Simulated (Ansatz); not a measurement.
# Y3Zn: relaxing a made-up structure

Starting from a made-up structure for Y3Zn, the aim is the relaxed cell, its shortest contacts and, where a second run follows, its electronic structure.

Method: DFT, PBEsol, plane-wave PAW, files of the set soft_1, scalar-relativistic, no spin, cell and ions relaxed at zero pressure; PAW set soft_1, in the first sound run; inputs show where later runs differ, in Ansatz 0.2.0.

**1. Starting point**

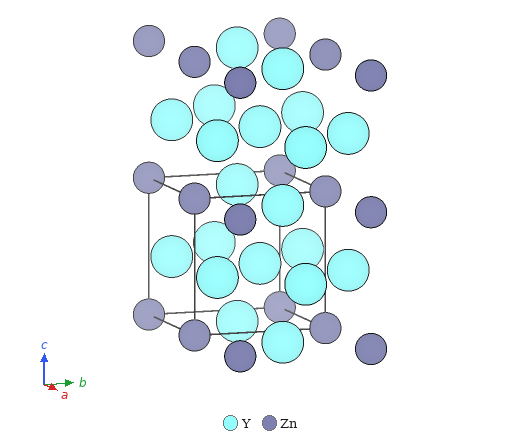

The cell as given, slightly off an axis (yttrium teal, zinc blue). 2×1×2 cells are drawn. Some periodic images of atoms are drawn too.

**2. Relaxation of the guess**

The guess takes its coordinates from another compound and its volume from a rule, so the cell and any free coordinates are relaxed together.

The input, input.yaml:

```yaml
crystal:
  lattice:
    - [4.625, 0.0, 0.0]
    - [0.0, 4.625, 0.0]
    - [0.0, 0.0, 4.625]
  atoms:
    - { symbol: "Y", position: [0.5, 0.5, 0.0] }
    - { symbol: "Y", position: [0.5, 0.0, 0.5] }
    - { symbol: "Y", position: [0.0, 0.5, 0.5] }
    - { symbol: Zn, position: [0.0, 0.0, 0.0] }
kpoints:
  mp_grid: { grid: [6, 6, 6] }
scf:
  occupations: { method: fermi_dirac, width: 0.05 }
hamiltonian:
  xc: pbesol
  pseudopotentials: { kind: paw, azcp: { folder: soft_1 }, xc_functional: pbe }
relax:
  f_tol: 0.015
  max_steps: 70
  cell: {}
output:
  forces: true
  stress: true
```

On the command line:

```bash
ansatz run input.yaml --threads 4 --pin off --max-ram 8192MiB --backend cpu --events-out ev --progress --plain --runs-dir out
```

Numbers of over 12 decimals in the logs are rounded to 6 here.

Log:

```text
Engine: ansatz 0.2.0, aarch64-unknown-linux-gnu
Pseudopotentials: kind: paw
Pseudopotential: Y, paw, valence charge 11, recommended cutoff 420 eV (normal), soft_1/Y.paw.azcp
Pseudopotential: Zn, paw, valence charge 12, recommended cutoff 420 eV (normal), soft_1/Zn.paw.azcp
Functional definition: PBEsol
  exchange = pbesol_x
  correlation = pbesol_c
Crystal: 4 atoms, lattice volume = 98.932 Å³
Basis set: ecut = 420 eV, 1935 PW (Γ), exchange–correlation on 64×64×64 points (8 copies of the dense FFT grid, shifted against one another)
Bands: 27, of which v1, the nominal top of the filled ones, is band 23 counted from 1 (22 counted from 0)
Symmetry: 48 space group operations
Space group: Pm-3m (ITA 221), of the structure as read, at distance tolerance 4.6e-5 Å
k-points: 20 of 216
Non-local potential: Y, projectors of the file, l = 0: 3, l = 1: 2, l = 2: 2, l = 3: 1
Non-local potential: Zn, projectors of the file, l = 0: 2, l = 1: 2, l = 2: 3, l = 3: 1
PAW form: soft (Blöchl's): semilocal exchange-correlation on the pseudo side does not see the compensation charge
PAW frozen core: Y, regenerated for the run's functional, and the local potential with it (the file was generated under x = pbe(κ = 0.804, μ = 0.219515), c = pbe(β = 0.066725))
PAW frozen core: Zn, regenerated for the run's functional, and the local potential with it (the file was generated under x = pbe(κ = 0.804, μ = 0.219515), c = pbe(β = 0.066725))
PAW one-centre angular grid: Y, 590 points (default); XC on 64 Gauss nodes
PAW one-centre angular grid: Zn, 590 points (default); XC on 64 Gauss nodes
Initial density: superposition of atomic densities (chi_scale 0.1, normalization cell, long waves kept (reshape's long-wave potential 0.00 eV rms))
Initial wavefunctions: pseudopotential atomic-orbital guess
Functional: x = pbesol(κ = 0.804, μ = 0.123457), c = pbesol(β = 0.046)
SCF iter   1: F=—  HF=-14668.447549 eV  |F-HF|=—  |Δ(HF+E_count)|=         —  Δρ=1.11e-1  dr2=1.29e1  ethr=3.10e-3  ⟨swp⟩=5.5  Hψ=2243  notcnv=0
preconditioner: auto → Kerker (q_TF=auto, 2.393 Å⁻¹)  [metal: Δε(μ)=0.020 eV  Ē_g=12.320 eV  σ=0.050 eV  W_gap=0.10  n_scr=26 (ndim 8)  ℏωp=23.3 eV  f_vac=0.000  D(μ)=8.67/eV (n_scr^D=92)]
SCF iter   2: F=—  HF=-14666.957772 eV  |F-HF|=—  |Δ(HF+E_count)|=    1.49e0  Δρ=3.73e-2  dr2=2.61e0  ethr=3.10e-3  ⟨swp⟩=2.2  Hψ=1000  notcnv=0
SCF iter   3: F=—  HF=-14666.507111 eV  |F-HF|=—  |Δ(HF+E_count)|=   4.51e-1  Δρ=2.50e-2  dr2=7.94e-1  ethr=3.10e-3  ⟨swp⟩=2.5  Hψ=865  notcnv=0
SCF iter   4: F=—  HF=-14666.329522 eV  |F-HF|=—  |Δ(HF+E_count)|=   1.78e-1  Δρ=5.16e-3  dr2=4.21e-2  ethr=1.76e-3  ⟨swp⟩=2.1  Hψ=856  notcnv=0
SCF iter   5: F=—  HF=-14666.320843 eV  |F-HF|=—  |Δ(HF+E_count)|=   8.68e-3  Δρ=2.77e-3  dr2=7.51e-3  ethr=9.35e-5  ⟨swp⟩=2.4  Hψ=1007  notcnv=0
SCF iter   6: F=—  HF=-14666.319249 eV  |F-HF|=—  |Δ(HF+E_count)|=   1.59e-3  Δρ=9.05e-4  dr2=5.06e-4  ethr=1.67e-5  ⟨swp⟩=2.0  Hψ=694  notcnv=0
SCF iter   7: F=—  HF=-14666.319168 eV  |F-HF|=—  |Δ(HF+E_count)|=   8.08e-5  Δρ=4.37e-4  dr2=1.34e-4  ethr=1.12e-6  ⟨swp⟩=2.0  Hψ=639  notcnv=0
SCF iter   8: F=—  HF=-14666.319137 eV  |F-HF|=—  |Δ(HF+E_count)|=   3.05e-5  Δρ=6.74e-5  dr2=3.76e-6  ethr=2.98e-7  ⟨swp⟩=2.0  Hψ=693  notcnv=0
SCF iter   9: F=—  HF=-14666.319110 eV  |F-HF|=—  |Δ(HF+E_count)|=   2.69e-5  Δρ=1.01e-5  dr2=9.22e-8  ethr=2.22e-10  ⟨swp⟩=3.4  Hψ=2113  notcnv=0
SCF iter  10: F=-14666.319110 eV  HF=-14666.319110 eV  |F-HF|=9.70e-10  |Δ(HF+E_count)|=   2.63e-8  Δρ=8.39e-7  dr2=1.46e-9  ethr=2.05e-10  ⟨swp⟩=2.6  Hψ=1774  notcnv=0
SCF 1 converged in 10 iterations: F = -14666.319110 eV  dr2 = 1.46e-9
  greatest PAW one-centre occupation: 0.993 electrons in one spin orbital (limit 2), on the Y atom at site 2 (counted from 0), in its partial waves of l = 0
relax step   1: F+E_penalty+E_count = -14666.31911025 eV  Δ(F+E_penalty+E_count) = +0.000e0 eV  max|allowed force component| = 1.760e-29 eV/Å  Δτ_max = 0.0000 Å  P = +1.840 GPa  Ω = 98.932 Å³  (10 SCF iters, dr2 threshold 1.00e-7 eV, accepted)
Crystal: 4 atoms, lattice volume = 103.531 Å³
Basis set: ecut = 420 eV, 2007 PW (Γ), exchange–correlation on 64×64×64 points (8 copies of the dense FFT grid, shifted against one another)
Initial density: handed on by an earlier stage of this run
Initial wavefunctions: those handed on with the density
iter 1 solved again at ethr=7.65e-5 eV; its pass at ethr=3.10e-3 eV (dr2=3.44e-2 eV) is discarded
SCF iter   1: F=—  HF=-14666.346691 eV  |F-HF|=—  |Δ(HF+E_count)|=         —  Δρ=4.58e-3  dr2=3.52e-2  ethr=7.65e-5  ⟨swp⟩=1.0  Hψ=2815  notcnv=0
preconditioner: auto → Kerker (q_TF=auto, 2.375 Å⁻¹)  [metal: Δε(μ)=0.018 eV  Ē_g=5.047 eV  σ=0.050 eV  W_gap=0.09  n_scr=26 (ndim 8)  ℏωp=16.7 eV  f_vac=0.000  D(μ)=6.61/eV (n_scr^D=80)]
SCF iter   2: F=—  HF=-14666.340273 eV  |F-HF|=—  |Δ(HF+E_count)|=   6.42e-3  Δρ=1.65e-3  dr2=5.67e-3  ethr=7.65e-5  ⟨swp⟩=2.0  Hψ=782  notcnv=0
SCF iter   3: F=—  HF=-14666.338768 eV  |F-HF|=—  |Δ(HF+E_count)|=   1.51e-3  Δρ=9.18e-4  dr2=2.57e-3  ethr=1.26e-5  ⟨swp⟩=2.0  Hψ=800  notcnv=0
SCF iter   4: F=—  HF=-14666.338254 eV  |F-HF|=—  |Δ(HF+E_count)|=   5.14e-4  Δρ=5.29e-4  dr2=1.12e-4  ethr=5.71e-6  ⟨swp⟩=2.0  Hψ=750  notcnv=0
SCF iter   5: F=—  HF=-14666.338287 eV  |F-HF|=—  |Δ(HF+E_count)|=   3.35e-5  Δρ=6.47e-5  dr2=1.39e-5  ethr=2.50e-7  ⟨swp⟩=2.0  Hψ=721  notcnv=0
SCF iter   6: F=-14666.338285 eV  HF=-14666.338285 eV  |F-HF|=8.75e-8  |Δ(HF+E_count)|=   2.06e-6  Δρ=1.96e-5  dr2=3.50e-7  ethr=8.89e-10  ⟨swp⟩=3.1  Hψ=2182  notcnv=0
SCF 2 converged in 6 iterations: F = -14666.338285 eV  dr2 = 3.50e-7
  greatest PAW one-centre occupation: 0.993 electrons in one spin orbital (limit 2), on the Y atom at site 1 (counted from 0), in its partial waves of l = 0
relax step   2: F+E_penalty+E_count = -14666.33828529 eV  Δ(F+E_penalty+E_count) = -1.918e-2 eV  max|allowed force component| = 5.259e-30 eV/Å  Δτ_max = 0.0000 Å  P = -0.395 GPa  Ω = 103.531 Å³  energy of the carried Pulay correction = -5.053e-4 eV  (6 SCF iters, dr2 threshold 4.00e-7 eV, accepted)
Crystal: 4 atoms, lattice volume = 102.687 Å³
iter 1 solved again at ethr=3.24e-6 eV; its pass at ethr=3.10e-3 eV (dr2=1.46e-3 eV) is discarded
SCF iter   1: F=—  HF=-14666.339734 eV  |F-HF|=—  |Δ(HF+E_count)|=         —  Δρ=8.02e-4  dr2=1.08e-3  ethr=3.24e-6  ⟨swp⟩=2.0  Hψ=2598  notcnv=0
preconditioner: auto → Kerker (q_TF=auto, 2.378 Å⁻¹)  [metal: Δε(μ)=0.031 eV  Ē_g=4.883 eV  σ=0.050 eV  W_gap=0.15  n_scr=26 (ndim 8)  ℏωp=16.8 eV  f_vac=0.000  D(μ)=6.80/eV (n_scr^D=80)]
SCF iter   2: F=—  HF=-14666.339541 eV  |F-HF|=—  |Δ(HF+E_count)|=   1.93e-4  Δρ=2.99e-4  dr2=1.66e-4  ethr=2.39e-6  ⟨swp⟩=2.0  Hψ=660  notcnv=0
SCF iter   3: F=—  HF=-14666.339479 eV  |F-HF|=—  |Δ(HF+E_count)|=   6.22e-5  Δρ=1.54e-4  dr2=7.16e-5  ethr=3.68e-7  ⟨swp⟩=2.0  Hψ=681  notcnv=0
SCF iter   4: F=—  HF=-14666.339466 eV  |F-HF|=—  |Δ(HF+E_count)|=   1.37e-5  Δρ=8.97e-5  dr2=3.05e-6  ethr=1.59e-7  ⟨swp⟩=2.0  Hψ=750  notcnv=0
SCF iter   5: F=-14666.339467 eV  HF=-14666.339467 eV  |F-HF|=7.42e-8  |Δ(HF+E_count)|=   1.48e-6  Δρ=7.05e-6  dr2=1.32e-7  ethr=8.66e-10  ⟨swp⟩=3.0  Hψ=2095  notcnv=0
SCF 3 converged in 5 iterations: F = -14666.339467 eV  dr2 = 1.32e-7
  greatest PAW one-centre occupation: 0.993 electrons in one spin orbital (limit 2), on the Y atom at site 0 (counted from 0), in its partial waves of l = 0
relax step   3: F+E_penalty+E_count = -14666.33946700 eV  Δ(F+E_penalty+E_count) = -1.182e-3 eV  max|allowed force component| = 2.720e-30 eV/Å  Δτ_max = 0.0000 Å  P = -0.018 GPa  Ω = 102.687 Å³  energy of the carried Pulay correction = -4.144e-4 eV  (5 SCF iters, dr2 threshold 3.90e-7 eV, accepted)
Initial wavefunctions: pseudopotential atomic-orbital guess (no wavefunctions were taken with the density)
iter 1 solved again at ethr=1.39e-6 eV; its pass at ethr=3.10e-3 eV (dr2=6.27e-4 eV) is discarded
SCF iter   1: F=—  HF=-14666.339877 eV  |F-HF|=—  |Δ(HF+E_count)|=         —  Δρ=2.01e-4  dr2=1.66e-6  ethr=1.39e-6  ⟨swp⟩=2.8  Hψ=3516  notcnv=0
eigensolver tolerance schedule: the retry pair's looser diagonalisation over-reported the residual by 376.92 of it (diagonalisation noise at 0.20 of the residual, at the tolerance the schedule requests for it); recorded, not acted on — ethr = c·dr2/N_el stays at c = 1.0e-1
preconditioner: auto → Kerker (q_TF=auto, 2.378 Å⁻¹)  [metal: Δε(μ)=0.032 eV  Ē_g=4.908 eV  σ=0.050 eV  W_gap=0.16  n_scr=26 (ndim 8)  ℏωp=16.8 eV  f_vac=0.000  D(μ)=6.78/eV (n_scr^D=80)]
SCF iter   2: F=—  HF=-14666.339855 eV  |F-HF|=—  |Δ(HF+E_count)|=   2.22e-5  Δρ=1.21e-4  dr2=2.67e-6  ethr=3.69e-9  ⟨swp⟩=2.0  Hψ=830  notcnv=0
SCF iter   3: F=—  HF=-14666.339853 eV  |F-HF|=—  |Δ(HF+E_count)|=   1.89e-6  Δρ=3.43e-5  dr2=4.65e-8  ethr=3.69e-9  ⟨swp⟩=2.0  Hψ=660  notcnv=0
SCF iter   4: F=—  HF=-14666.339852 eV  |F-HF|=—  |Δ(HF+E_count)|=   4.14e-7  Δρ=4.41e-6  dr2=5.74e-9  ethr=1.03e-10  ⟨swp⟩=2.0  Hψ=750  notcnv=0
SCF iter   5: F=—  HF=-14666.339852 eV  |F-HF|=—  |Δ(HF+E_count)|=   1.95e-8  Δρ=2.59e-6  dr2=3.54e-9  ethr=1.28e-11  ⟨swp⟩=2.0  Hψ=735  notcnv=0
SCF iter   6: F=—  HF=-14666.339852 eV  |F-HF|=—  |Δ(HF+E_count)|=  1.26e-10  Δρ=2.39e-7  dr2=9.07e-11  ethr=7.86e-12  ⟨swp⟩=2.0  Hψ=660  notcnv=0
SCF iter   7: F=-14666.339852 eV  HF=-14666.339852 eV  |F-HF|=1.09e-11  |Δ(HF+E_count)|=  1.46e-11  Δρ=6.82e-8  dr2=5.14e-12  ethr=1.00e-12  ⟨swp⟩=4.0  Hψ=1764  notcnv=0
SCF 4 converged in 7 iterations: F = -14666.339852 eV  dr2 = 5.14e-12
relax step   4: F+E_penalty+E_count = -14666.33985246 eV  Δ(F+E_penalty+E_count) = -3.855e-4 eV  max|allowed force component| = 3.583e-30 eV/Å  Δτ_max = 0.0000 Å  P = -0.019 GPa  Ω = 102.687 Å³  stress off target by 1.87e-2 GPa  SCF on the basis re-selected at this cell (its energy is not comparable with the rows above)  (7 SCF iters)
basis re-selected at this cell: Δ(F+E_penalty+E_count) = -3.855e-4 eV, ΔP = -0.001 GPa vs the last step (what re-selecting the basis moved, of the pressure what is left beyond the Pulay correction that the steps carried, after the strain that the cell walked since its last selection, with what the two solves' SCF thresholds leave and, on support functions, any second-order correction that the steps lacked; it is no m [...]
SCF converged after 7 iterations
Free energy (F): -14666.339852 eV
Harris-Foulkes:  -14666.339852 eV  (|F-HF|=1.09e-11)
Internal energy: -14666.285137 eV  (E = F + TS)
E sigma→0 (E₀):  -14666.312495 eV
Entropy (-TS):   -0.054715 eV (-13.679 meV/atom)
Fermi energy:    10.565811 eV
--- Per-component energies (eV) ---
  E_band       = -264.995290
  E_kinetic    = 1099.002725
  E_local      = -3612.514210  (includes V_loc(G=0)·N_el)
  E_nonlocal   = 903.307738
  E_hartree    = 1273.486081
  E_xc         = -610.493083
  E_vxc        = -667.536602  (∫ρ·V_xc dr)
  E_paw        = -10149.039781  (= ΣΔE_a)
  E_vpaw       = -534.226897  (= ΣTr[D̂ρ^β])
  E_aug_tail   = -0.000189  (compensation charges beyond the density's cutoff)
  E_ewald      = -3571.278095
  E_core_change = 1.243676  (= ΣΔE_core)
  E_smearing   = -0.054715  (= −TS)
  E_closure    = -0.000000  (closes the sum)
  Σ components = -14666.339852   (vs F -14666.339852, Δ=0.00e0)
--- Forces (eV/Å), atoms counted from 1 ---
  atom   1  Y      0.00000000    -0.00000000     0.00000000
  atom   2  Y      0.00000000    -0.00000000     0.00000000
  atom   3  Y      0.00000000    -0.00000000     0.00000000
  atom   4  Zn     0.00000000     0.00000000    -0.00000000
  max |Σ_I F_I| component: 6.71e-30 eV/Å
--- Stress (GPa, compression-positive) ---
       -0.018737       0.000000       0.000000
        0.000000      -0.018737      -0.000000
        0.000000      -0.000000      -0.018737
  P = ⅓ Tr σ = -0.0187 GPa (-0.187 kbar)
--- Relaxed structure (3 steps of the walk, 3 accepted, 1 SCFs on fresh bases) ---
  F+E_penalty+E_count = -14666.33985246 eV   max|allowed force component| = 3.583e-30 eV/Å   (the final SCF, on the basis selected at the relaxed cell)
  cell:  # Å, volume = 102.6874 Å³
    - [4.682801, 0, 0]
    - [0, 4.682801, 0]
    - [0, 0, 4.682801]
  atoms:
    - { symbol: Y, position: [0.5, 0.5, 0] }
    - { symbol: Y, position: [0.5, 0, 0.5] }
    - { symbol: Y, position: [0, 0.5, 0.5] }
    - { symbol: Zn, position: [0, 0, 0] }
```

It took 3.5 s on 4 threads of Arm Neoverse V1, shared host; peak memory 0.4 GiB; 13 s of CPU time.

Step by step:

```csv
step,energy less that of the first step (eV),largest force component (eV/Å),pressure (GPa),volume (Å³)
1,0.0000,0.0000,1.84,98.93
2,-0.0192,0.0000,-0.39,103.53
3,-0.0204,0.0000,-0.02,102.69
4*,-0.0207,0.0000,-0.02,102.69
```

Relaxation steps marked * repeat the geometry before them on a plane-wave basis chosen anew for their cell, so energy and pressure can jump there.

Forces are held to the 48 operations that the run works with; a distortion that breaks them can't arise in this run.

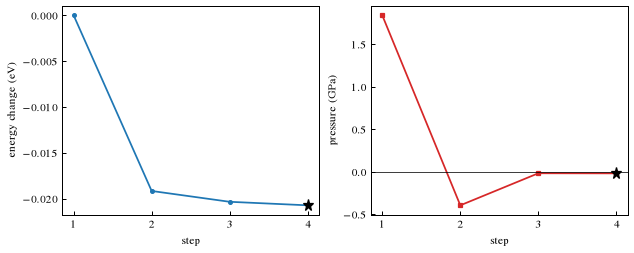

Energy and pressure along the relaxation. Stars mark steps on a basis chosen anew.

```csv
"conventional cell, symmetrised",before,after,change
a (Å),4.625,4.683,+1.2 %
b (Å),4.625,4.683,+1.2 %
c (Å),4.625,4.683,+1.2 %
volume (Å³/atom),24.73,25.67,+3.8 %
```

Final coordinates:

```cif
data_structure
_symmetry_space_group_name_H-M 'P 1'
_symmetry_Int_Tables_number 1
_cell_length_a 4.6828
_cell_length_b 4.6828
_cell_length_c 4.6828
_cell_angle_alpha 90.000
_cell_angle_beta 90.000
_cell_angle_gamma 90.000
_cell_volume 102.69
loop_
_atom_site_label
_atom_site_type_symbol
_atom_site_fract_x
_atom_site_fract_y
_atom_site_fract_z
_atom_site_occupancy
Y1 Y 0.50000 0.50000 0.00000 1
Y2 Y 0.50000 0.00000 0.50000 1
Y3 Y 0.00000 0.50000 0.50000 1
Zn4 Zn 0.00000 0.00000 0.00000 1
```

This step gave:

| Quantity | Value |
| --- | --- |
| free energy | -14666.3399 eV |
| energy at zero smearing | -14666.3125 eV |
| smearing term TS | 0.05472 eV |
| Fermi energy | 10.57 eV |
| electrons | 45 |
| symmetry operations | 48 |
| pressure | -0.01874 GPa |

Shortest distances by pair of elements, guess and relaxed (not always the same contact):

```csv
pair,guess (Å),relaxed (Å)
Y–Zn,3.270,3.311
Y–Y,3.270,3.311
Zn–Zn,4.625,4.683
```

The relaxation ends with a pressure of -0.02 GPa.

(Continued in part 2 of 2.)

[Logs are printed without paths, hosts, clocks, repeated set-up lines and the standing remarks that a program may print on its own settings, such as how far it seeks lower states.]

[Hosts, paths, dates, database ids (printed as entryN), source tags and the programs' standing remarks are cut or masked in the printed files.]
